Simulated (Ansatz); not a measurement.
C8H15N2···C2N3

Input file:

```
crystal:
  periodic: [false, false, false]
  atoms:
    - {symbol: C, position_ang: [-4.014180, -1.447375, 0.458579]}
    - {symbol: C, position_ang: [-2.885155, -0.423590, 0.465196]}
    - {symbol: C, position_ang: [-2.201964, -0.285713, -0.893238]}
    - {symbol: C, position_ang: [-1.088647, 0.753375, -0.937740]}
    - {symbol: N, position_ang: [0.011718, 0.441203, -0.017202]}
    - {symbol: C, position_ang: [0.306467, 1.072187, 1.174178]}
    - {symbol: C, position_ang: [1.466280, 0.521981, 1.646992]}
    - {symbol: N, position_ang: [1.844418, -0.448670, 0.742329]}
    - {symbol: C, position_ang: [3.078286, -1.220511, 0.819195]}
    - {symbol: C, position_ang: [0.960490, -0.470495, -0.263041]}
    - {symbol: H, position_ang: [-4.796629, -1.173891, -0.267906]}
    - {symbol: H, position_ang: [-4.490404, -1.529740, 1.447455]}
    - {symbol: H, position_ang: [-3.642457, -2.447836, 0.182477]}
    - {symbol: H, position_ang: [-3.276351, 0.564007, 0.774569]}
    - {symbol: H, position_ang: [-2.135668, -0.704998, 1.228061]}
    - {symbol: H, position_ang: [-1.800825, -1.264179, -1.217108]}
    - {symbol: H, position_ang: [-2.942621, 0.000785, -1.660617]}
    - {symbol: H, position_ang: [-0.623286, 0.835104, -1.935657]}
    - {symbol: H, position_ang: [-1.460728, 1.747626, -0.647441]}
    - {symbol: H, position_ang: [-0.313055, 1.874761, 1.565495]}
    - {symbol: H, position_ang: [2.084884, 0.773646, 2.503629]}
    - {symbol: H, position_ang: [3.195362, -1.791354, -0.109911]}
    - {symbol: H, position_ang: [3.034355, -1.907836, 1.676043]}
    - {symbol: H, position_ang: [3.907854, -0.502145, 0.924318]}
    - {symbol: H, position_ang: [1.039523, -1.058942, -1.174002]}
    - {symbol: N, position_ang: [4.122144, 1.724545, 0.617066]}
    - {symbol: C, position_ang: [3.662564, 1.919051, -0.454523]}
    - {symbol: N, position_ang: [3.180393, 2.193688, -1.633057]}
    - {symbol: C, position_ang: [2.297744, 1.446208, -2.220683]}
    - {symbol: N, position_ang: [1.479499, 0.809120, -2.793446]}
basis:
  gaussian: {orbitals: def2-TZVP, initial_orbitals: start.molden}
hamiltonian: {xc: pbe0, dispersion: d4}
scf: {omitted_lower_state_checks: [starts]}
output: {orbitals: {seedname: orbitals}}
```

Launched as:

```sh
ansatz run in.yaml --threads 4 --pin off --events-out ev --progress --plain --max-ram 6963MiB
```

Geometry: r2SCAN-D4/def2-SVP.

Theory: Ansatz 0.2.0, RKS PBE0-D4/def2-TZVP.

Predict the electron density and electron localisation function between the atoms.

C–C (1.37 Å): the density is about 2.2 e/Å³ at the midpoint; the ELF peaks at about 0.95 between the atoms, as expected for localised, covalent bonding.
C–H (1.09 Å): the density is about 2.1 e/Å³ at the midpoint; the ELF climbs to about 1 towards the hydrogen, as it does in any bond to H; a covalent bond by its length.
C–N (1.34 Å): the density is about 2.5 e/Å³ at the midpoint; the ELF peaks at about 0.90 between the atoms, as expected for localised, covalent bonding.

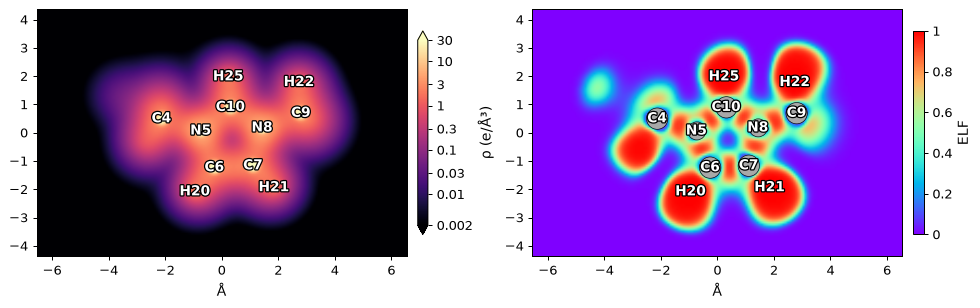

Computed electron density and electron localisation function on the plane of atoms C6, N5 and C10, in this order. Grey discs cover the atomic cores in the ELF map. 
